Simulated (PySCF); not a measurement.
SMILES OB(O)C[CH2][GeH3] at its GFN2-xTB optimised geometry (Å):

```
15

O      0.6502     1.4140     0.0000
B     -0.6989     1.4140     0.0000
O     -1.3353     2.6132     0.0000
C     -1.4087    -0.0117    -0.0349
C     -0.5164    -1.1076     0.5469
Ge     1.3014    -1.1588    -0.2335
H      1.0651     2.2774    -0.0049
H     -2.2902     2.5975    -0.0030
H     -1.6214    -0.2554    -1.0807
H     -2.3744    -0.0077     0.4810
H     -0.4253    -0.9629     1.6245
H     -0.9864    -2.0829     0.3991
H      1.7189    -2.6132    -0.3143
H      2.3744    -0.5052     0.5703
H      1.3579    -0.6665    -1.6425
```

Calculation: PBE0/def2-TZVP (PySCF). Cells within 0.4 Å of a nucleus heavier than hydrogen are left out (blank, or x).

Map of the deformation density (molecule minus spherical neutral atoms) (e/bohr³) on the plane z = 0.0 Å:

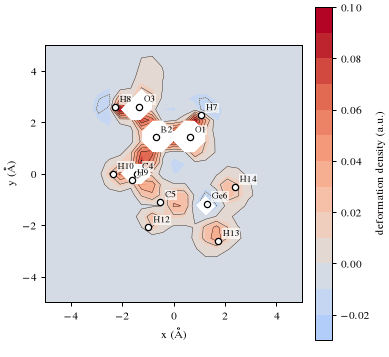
Fig. 1. Deformation density (molecule minus spherical neutral atoms) (e/bohr³) on the plane z = 0.0 Å.
